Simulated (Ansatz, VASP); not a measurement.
## Si in two plane-wave programs

One calculation is typed for both programs; each brings its own data sets and cutoff. How far apart do they land? The cell comes out of the VASP series on this material, whose earlier steps may have relaxed, scaled or displaced it; both programs get it as it stands.

Program: Ansatz 0.2.0. Level of theory: plane waves, with VASP 6.6.1 beside it; relaxation of cell and atoms at PBE. Results are calculated unless marked as measured.

### Step 1. Starting point

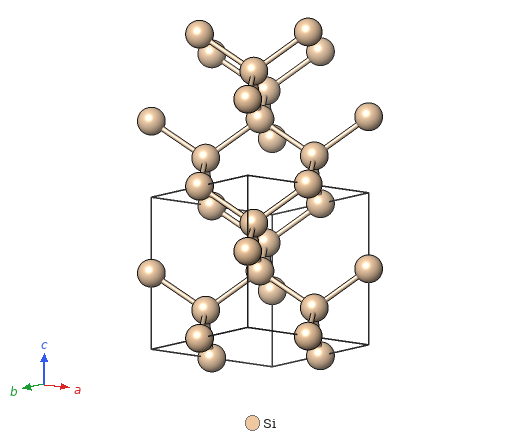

The cell as given, from a free direction (silicon light orange). 1×1×2 cells are drawn. This picture shows the conventional cell, with its axes. Some periodic images of atoms are drawn too.

### Step 2. Ansatz: relaxation of cell and atoms, PBE

Ansatz runs on its default PAW (the set named soft_2) files.

The relaxed volume is the usual yardstick between codes: its relative difference is about their pressure difference at one cell divided by the bulk modulus.

Input file input.yaml:

```yaml
crystal:
  lattice:
    - [0.0, 2.7342232664, 2.7342232664]
    - [2.7342232664, 0.0, 2.7342232664]
    - [2.7342232664, 2.7342232664, 0.0]
  atoms:
    - { symbol: Si, position: [0.0, 0.0, 0.0] }
    - { symbol: Si, position: [0.25, 0.25, 0.25] }
hamiltonian:
  xc: pbe
  pseudopotentials: { kind: paw }
kpoints:
  mp_grid: { grid: [10, 10, 10] }
scf:
  occupations: { method: gaussian, width: 0.02 }
relax:
  f_tol: 0.01
  max_steps: 60
  cell: { stress_tol: 0.05 }
output:
  forces: true
  stress: true
```

Run with:

```console
ansatz run input.yaml --threads 4 --pin off --max-ram 9216MiB --backend cpu --events-out ev --progress --plain --runs-dir out
```

Numbers of over 12 decimals in the logs are rounded to 6 here.

Log:

```text
Engine: ansatz 0.2.0, x86_64-unknown-linux-gnu
Pseudopotentials: kind: paw
Pseudopotential: Si, paw, valence charge 4, recommended cutoff 420 eV (normal), Si.paw.azcp
Functional definition: PBE
  parameter kappa = 0.804
  parameter beta = 0.066725
  exchange = pbe_x(kappa = kappa, mu = beta*pi^2/3)
  correlation = pbe_c(beta = beta)
Crystal: 2 atoms, lattice volume = 40.882 Å³
Basis set: ecut = 420 eV, 821 PW (Γ), exchange–correlation on 54×54×54 points (8 copies of the dense FFT grid, shifted against one another)
Bands: 8, of which v1, the nominal top of the filled ones, is band 4 counted from 1 (3 counted from 0)
Symmetry: 48 space group operations
Space group: Fd-3m (ITA 227), of the structure as read, at distance tolerance 3.4e-5 Å
k-points: 47 of 1000
Non-local potential: Si, projectors of the file, l = 0: 2, l = 1: 2, l = 2: 2
PAW form: soft (Blöchl's): semilocal exchange-correlation on the pseudo side does not see the compensation charge
PAW one-centre angular grid: Si, 110 points (default); XC on 64 Gauss nodes
Initial density: superposition of atomic densities (neutral atoms: chi_scale 0, normalization atom), corrected by the library's trained network
Initial wavefunctions: pseudopotential atomic-orbital guess
Functional: x = pbe(κ = 0.804, μ = 0.219515), c = pbe(β = 0.066725)
SCF iter   1: F=—  HF=-1271.619182 eV  |F-HF|=—  |Δ(HF+E_count)|=         —  Δρ=1.32e-3  dr2=4.58e-4  ethr=1.77e-3  ⟨swp⟩=6.2  Hψ=3413  notcnv=0
preconditioner: auto → none  [insulator: Δε(μ)=0.613 eV  Ē_g=9.378 eV  σ=0.020 eV  W_gap=1.00  n_scr=8 (ndim 8)  ℏωp=16.4 eV  f_vac=0.000  D(μ)=0.00/eV (n_scr^D=0)  ε∞_Penn≈4.1]
SCF iter   2: F=—  HF=-1271.619563 eV  |F-HF|=—  |Δ(HF+E_count)|=   3.80e-4  Δρ=5.30e-4  dr2=6.64e-5  ethr=5.73e-6  ⟨swp⟩=2.1  Hψ=962  notcnv=0
SCF iter   3: F=—  HF=-1271.619614 eV  |F-HF|=—  |Δ(HF+E_count)|=   5.14e-5  Δρ=1.02e-4  dr2=2.66e-6  ethr=8.30e-7  ⟨swp⟩=2.0  Hψ=564  notcnv=0
iter 4 did not close the SCF: its close was put off for the readings that it lacked (scf_convergence_deferred on its scf_iter line)
SCF iter   4: F=-1271.619616 eV  HF=-1271.619616 eV  |F-HF|=2.01e-8  |Δ(HF+E_count)|=   1.90e-6  Δρ=1.11e-5  dr2=3.08e-8  ethr=3.33e-8  ⟨swp⟩=2.0  Hψ=564  notcnv=0
iter 5 did not close the SCF: its close was put off for the readings that it lacked (scf_convergence_deferred on its scf_iter line)
SCF iter   5: F=-1271.619616 eV  HF=-1271.619616 eV  |F-HF|=2.30e-10  |Δ(HF+E_count)|=   2.47e-8  Δρ=8.56e-7  dr2=1.18e-10  ethr=3.85e-10  ⟨swp⟩=2.7  Hψ=555  notcnv=0
SCF iter   6: F=-1271.619616 eV  HF=-1271.619616 eV  |F-HF|=4.55e-13  |Δ(HF+E_count)|=  2.48e-10  Δρ=6.35e-8  dr2=1.14e-12  ethr=1.48e-12  ⟨swp⟩=1.0  Hψ=1128  notcnv=0
SCF 1 converged in 6 iterations: F = -1271.619616 eV  dr2 = 1.14e-12
  greatest PAW one-centre occupation: 0.633 electrons in one spin orbital (limit 2), on the Si atom at site 1 (counted from 0), in its partial waves of l = 0
relax step   1: F+E_penalty+E_count = -1271.61961606 eV  Δ(F+E_penalty+E_count) = +0.000e0 eV  max|allowed force component| = 1.850e-17 eV/Å  Δτ_max = 0.0000 Å  P = +0.087 GPa  Ω = 40.882 Å³  (6 SCF iters, dr2 threshold 1.00e-7 eV, accepted)
[...]
relax step   2: F+E_penalty+E_count = -1271.61962210 eV  Δ(F+E_penalty+E_count) = -6.035e-6 eV  max|allowed force component| = 7.980e-17 eV/Å  Δτ_max = 0.0000 Å  P = +0.020 GPa  Ω = 40.912 Å³  energy of the carried Pulay correction = -4.139e-6 eV  (3 SCF iters, dr2 threshold 1.88e-8 eV, accepted)
[...]
relax step   3: F+E_penalty+E_count = -1271.61962250 eV  Δ(F+E_penalty+E_count) = -4.032e-7 eV  max|allowed force component| = 7.517e-17 eV/Å  Δτ_max = 0.0000 Å  P = +0.020 GPa  Ω = 40.912 Å³  stress off target by 2.04e-2 GPa  SCF on the basis re-selected at this cell (its energy is not comparable with the rows above)  (4 SCF iters)
basis re-selected at this cell: Δ(F+E_penalty+E_count) = -4.032e-7 eV, ΔP = +0.000 GPa vs the last step (what re-selecting the basis moved, of the pressure what is left beyond the Pulay correction that the steps carried, after the strain that the cell walked since its last selection, with what the two solves' SCF thresholds leave and, on support functions, any second-order correction that the steps lacked; it is no m [...]
SCF converged after 4 iterations
Free energy (F): -1271.619622 eV
Harris-Foulkes:  -1271.619622 eV  (|F-HF|=6.82e-13)
Internal energy: -1271.619622 eV  (E = F + TS)
E sigma→0 (E₀):  -1271.619622 eV
Fermi energy:    6.313417 eV
--- Per-component energies (eV) ---
  E_band       = 8.028420
  E_kinetic    = 80.144946
  E_local      = -56.138278  (includes V_loc(G=0)·N_el)
  E_nonlocal   = 51.751231
  E_hartree    = 15.175304
  E_xc         = -110.124478
  E_vxc        = -93.156311  (∫ρ·V_xc dr)
  E_paw        = -1025.530366  (= ΣΔE_a)
  E_vpaw       = -4.923799  (= ΣTr[D̂ρ^β])
  E_aug_tail   = 0.000013  (compensation charges beyond the density's cutoff)
  E_ewald      = -226.897994
  E_smearing   = -0.000000  (= −TS)
  E_closure    = 0.000000  (closes the sum)
  Σ components = -1271.619622   (vs F -1271.619622, Δ=0.00e0)
--- Forces (eV/Å), atoms counted from 1 ---
  atom   1  Si    -0.00000000    -0.00000000    -0.00000000
  atom   2  Si     0.00000000     0.00000000     0.00000000
  max |Σ_I F_I| component: 6.48e-17 eV/Å
--- Stress (GPa, compression-positive) ---
        0.020390      -0.000000      -0.000000
       -0.000000       0.020390      -0.000000
       -0.000000      -0.000000       0.020390
  P = ⅓ Tr σ = 0.0204 GPa (0.204 kbar)
--- Relaxed structure (2 steps of the walk, 2 accepted, 1 SCFs on fresh bases) ---
  F+E_penalty+E_count = -1271.61962250 eV   max|allowed force component| = 7.517e-17 eV/Å   (the final SCF, on the basis selected at the relaxed cell)
  cell:  # Å, volume = 40.9124 Å³
    - [0, 2.734902, 2.734902]
    - [2.734902, 0, 2.734902]
    - [2.734902, 2.734902, 0]
  atoms:
    - { symbol: Si, position: [0, 0, 0] }
    - { symbol: Si, position: [0.25, 0.25, 0.25] }
```

Elapsed: 5.2 s, on 4 threads of INTEL XEON PLATINUM 8581C at 2.30GHz (Emerald Rapids), shared host; peak memory 0.39 GiB; 3 s of CPU time.

### Step 3. VASP: relaxation of cell and atoms, PBE

The same cell, functional, mesh and smearing now go to VASP, with its own data sets and cutoff.

Lines of VASP's logs that name or quote its potential files are left out, and so is its time.

Input file INCAR:

```
SYSTEM = Si
PREC = Accurate
ENCUT = 450
EDIFF = 1E-07
NELM = 120
ISMEAR = 0
SIGMA = 0.02
LREAL = .FALSE.
ALGO = Normal
GGA = PE
NBANDS = 10
LORBIT = 11
LWAVE = .FALSE.
LCHARG = .FALSE.
KPAR = 8
IBRION = 2
NSW = 40
ISIF = 3
EDIFFG = -0.005
POTIM = 0.4
```

Input file POSCAR:

```
Si
1.0
    0.0000000000      2.7342232664      2.7342232664
    2.7342232664      0.0000000000      2.7342232664
    2.7342232664      2.7342232664      0.0000000000
Si
2
Direct
    0.0000000000      0.0000000000      0.0000000000
    0.2500000000      0.2500000000      0.2500000000
```

Input file KPOINTS:

```
Automatic mesh
0
Gamma
10 10 10
0 0 0
```

Potentials, in the order of the species: Si (PBE family, release 64).

Run with:

```console
mpirun -np 8 vasp_std
```

Log:

```text
[banner, memory and clock lines left out]
running    8 mpi-ranks, on    1 nodes
 distrk:  each k-point on    1 cores,    8 groups
 distr:  one band on    1 cores,    1 groups

 POSCAR found type information on POSCAR Si
 POSCAR found :  1 types and       2 ions
|                                                                             |
|           W    W    AA    RRRRR   N    N  II  N    N   GGGG   !!!           |
|           W    W   A  A   R    R  NN   N  II  NN   N  G    G  !!!           |
|           W    W  A    A  R    R  N N  N  II  N N  N  G       !!!           |
|           W WW W  AAAAAA  RRRRR   N  N N  II  N  N N  G  GGG   !            |
|           WW  WW  A    A  R   R   N   NN  II  N   NN  G    G                |
|           W    W  A    A  R    R  N    N  II  N    N   GGGG   !!!           |
|                                                                             |
|     For optimal performance we recommend to set                             |
|       NCORE = 2 up to number-of-cores-per-socket                            |
|     NCORE specifies how many cores store one orbital (NPAR=cpu/NCORE).      |
|     This setting can greatly improve the performance of VASP for DFT.       |
|     The default, NCORE=1 might be grossly inefficient on modern             |
|     multi-core architectures or massively parallel machines. Do your        |
|     Unfortunately you need to use the default for GW and RPA                |
|     calculations (for HF NCORE is supported but not extensively tested      |
|     yet).                                                                   |
|                                                                             |

 LDA part: xc-table for (Slater+PW92), standard interpolation
 POSCAR, INCAR and KPOINTS ok, starting setup
 FFT: planning ... GRIDC
 FFT: planning ... GRID_SOFT
 FFT: planning ... GRID
 WAVECAR not read
 entering main loop
       N       E                     dE             d eps       ncg     rms          rms(c)
DAV:   1     0.508140250773E+01    0.50814E+01   -0.30203E+03   940   0.547E+02
DAV:   2    -0.105739073354E+02   -0.15655E+02   -0.14648E+02  1272   0.783E+01
DAV:   3    -0.110141970828E+02   -0.44029E+00   -0.43949E+00  1232   0.119E+01
DAV:   4    -0.110174959232E+02   -0.32988E-02   -0.32984E-02  1174   0.115E+00
DAV:   5    -0.110175229020E+02   -0.26979E-04   -0.26979E-04  1186   0.960E-02    0.475E+00
DAV:   6    -0.109015146040E+02    0.11601E+00   -0.68909E-02  1054   0.115E+00    0.289E+00
DAV:   7    -0.108478051990E+02    0.53709E-01   -0.13342E-01  1080   0.172E+00    0.169E-01
DAV:   8    -0.108490063557E+02   -0.12012E-02   -0.48819E-03  1074   0.411E-01    0.797E-02
DAV:   9    -0.108492075803E+02   -0.20122E-03   -0.19668E-04  1190   0.911E-02    0.569E-02
DAV:  10    -0.108492321434E+02   -0.24563E-04   -0.23606E-05  1090   0.296E-02    0.538E-03
DAV:  11    -0.108492326525E+02   -0.50913E-06   -0.15139E-06  1196   0.702E-03    0.282E-03
DAV:  12    -0.108492328974E+02   -0.24490E-06   -0.44986E-07  1014   0.438E-03    0.856E-04
DAV:  13    -0.108492329061E+02   -0.86809E-08   -0.26700E-09   558   0.376E-04
   1 F= -.10849233E+02 E0= -.10849233E+02  d E =-.108492E+02
 curvature:   0.00 expect dE= 0.000E+00 dE for cont linesearch  0.000E+00
 trial: gam= 0.00000 g(F)=  0.197E-48 g(S)=  0.145E-06 ort = 0.000E+00 (trialstep = 0.100E+01)
 search vector abs. value=  0.145E-06
 reached required accuracy - stopping structural energy minimisation
```

From OUTCAR (step 3):

```text
ion  position               nearest neighbor table
   1  0.000  0.000  0.000-   2 2.37   2 2.37   2 2.37   2 2.37
   2  0.250  0.250  0.250-   1 2.37   1 2.37   1 2.37   1 2.37

  LATTYP: Found a face centered cubic cell.
 ALAT       =     5.4684465328

 Subroutine GETGRP returns: Found 48 space group operations
 (whereof 24 operations were pure point group operations)

The static configuration has the point symmetry T_d .
 The point group associated with its full space group is O_h .

 Found     47 irreducible k-points:

   k-points           NKPTS =     47   k-points in BZ     NKDIM =     47   number of bands    NBANDS=     10

   dimension x,y,z NGX =    28 NGY =   28 NGZ =   28
   dimension x,y,z NGXF=    56 NGYF=   56 NGZF=   56

   ENCUT  =  450.0 eV  33.07 Ry    5.75 a.u.   6.69  6.69  6.69*2*pi/ulx,y,z

   NELECT =       8.0000    total number of electrons

 k-points in reciprocal lattice and weights: Automatic mesh
   0.00000000  0.00000000  0.00000000       0.001
   0.10000000  0.00000000  0.00000000       0.008
   0.20000000  0.00000000  0.00000000       0.008
   0.30000000  0.00000000  0.00000000       0.008
   0.40000000  0.00000000  0.00000000       0.008
   0.50000000  0.00000000  0.00000000       0.004
   0.10000000  0.10000000  0.00000000       0.006
   0.20000000  0.10000000  0.00000000       0.024
   0.30000000  0.10000000  0.00000000       0.024
[...]
-0.30000000  0.40000000  0.20000000       0.024
  -0.30000000  0.50000000  0.20000000       0.012

 average (electrostatic) potential at core
       1 -83.4801       2 -83.4801

 E-fermi :   5.7408

 k-point     1 :       0.0000    0.0000    0.0000
  band No.  band energies     occupation
      1      -6.1980      2.00000
      2       5.6177      2.00000
      3       5.6177      2.00000
      4       5.6177      2.00000
      5       8.1747      0.00000
      6       8.1747      0.00000
      7       8.1747      0.00000
      8       8.7534      0.00000
      9      13.3273      0.00000
    ...

 k-point     2 :       0.1000    0.0000    0.0000
  band No.  band energies     occupation
      1      -6.0694      2.00000
      2       4.4757      2.00000
      3       5.4239      2.00000
      4       5.4239      2.00000
      5       8.1409      0.00000
      6       8.4605      0.00000
      7       8.4605      0.00000
      8       9.7231      0.00000
      9      12.9773      0.00000
    ...

 k-point     3 :       0.2000    0.0000    0.0000
  band No.  band energies     occupation
      1      -5.6899      2.00000
      2       2.6357      2.00000
      3       5.0501      2.00000
      4       5.0501      2.00000
      5       7.7709      0.00000
      6       8.9623      0.00000
      7       8.9623      0.00000
      8      11.4976      0.00000
      9      12.6665      0.00000
    ...

  Total        0.0015831      0.0015831      0.0015831      0.0000000     -0.0000000      0.0000000
  in kB        0.0620424      0.0620424      0.0620424      0.0000000     -0.0000000      0.0000000
  external PRESSURE =       0.0620424 kB  Pullay stress =       0.0000000 kB

  energy-cutoff  :      450.00
  volume of cell :       40.88
      direct lattice vectors                 reciprocal lattice vectors
     0.000000000  2.734223266  2.734223266    -0.182867290  0.182867290  0.182867290
     2.734223266  0.000000000  2.734223266     0.182867290 -0.182867290  0.182867290
     2.734223266  2.734223266  0.000000000     0.182867290  0.182867290 -0.182867290

 POSITION                                       TOTAL-FORCE (eV/Angst)
 -----------------------------------------------------------------------------------
      0.00000      0.00000      0.00000        -0.000000     -0.000000     -0.000000
      1.36711      1.36711      1.36711         0.000000      0.000000      0.000000
 -----------------------------------------------------------------------------------
    total drift:                                0.000000      0.000000     -0.000000

  FREE ENERGIE OF THE ION-ELECTRON SYSTEM (eV)
  ---------------------------------------------------
  free  energy   TOTEN  =       -10.8492329061 eV

  energy  without entropy=      -10.8492329061  energy(sigma->0) =      -10.84923291

 reached required accuracy - stopping structural energy minimisation

 total charge
# of ion       s       p       d       tot
------------------------------------------
    1        0.751   0.928   0.000   1.679
    2        0.751   0.928   0.000   1.679
--------------------------------------------------
tot          1.502   1.856   0.000   3.358

[... 3 further parts left out ...]
```

CONTCAR:

```
Si
   1.00000000000000
     0.0000000000000000    2.7342232663999999    2.7342232663999999
     2.7342232663999999    0.0000000000000000    2.7342232663999999
     2.7342232663999999    2.7342232663999999    0.0000000000000000
  Si
     2
Direct
     0.0000000000000000    0.0000000000000000    0.0000000000000000
     0.2500000000000000    0.2500000000000000    0.2500000000000000
```

### Step 4. Side by side

Known differences besides the PAW data sets themselves: both relaxations stop at a tolerance, which leaves soft axes loose, and VASP keeps its plane-wave basis; the cutoff is 420 eV in Ansatz and 450 eV in VASP; VASP leaves aspherical gradient terms in its spheres out (LASPH is not set), Ansatz keeps them; Ansatz adds a Pulay correction to the stress that steers its cell, VASP none. Total energies have different zeros and are not compared.

Both answers:

```
                                         quantity  Ansatz   VASP  difference
                                      volume (Å³)   40.91  40.88     +0.07 %
edge a after relaxation, in the typed setting (Å)   3.868  3.867     +0.02 %
```

The walks stopped with 0.02 GPa left in Ansatz and 0.01 GPa in VASP; each walk ends within a tolerance, so the volume difference is uncertain by about these residues over the bulk modulus, most in soft cells.

### Step 5. What came out

- difference in volume (relaxation of cell and atoms, PBE): 0.075 %

**Reading.** The difference in volume is 0.075 % (relaxation of cell and atoms, PBE), within the 1.2 % picked in this series as the mark of a large difference, as far as the stopping tolerances let one tell. Differences of this kind measure data sets and numerical settings, not the functional's error against experiment.

[Lines on the potential files, build, host, timing and source positions are cut from VASP's logs without a mark.]

[Logs are printed without paths, hosts, clocks, repeated set-up lines and the standing remarks that a program may print on its own settings, such as how far it seeks lower states.]

[Hosts, paths, dates, database ids (printed as entryN), source tags and the programs' standing remarks are cut or masked in the printed files.]
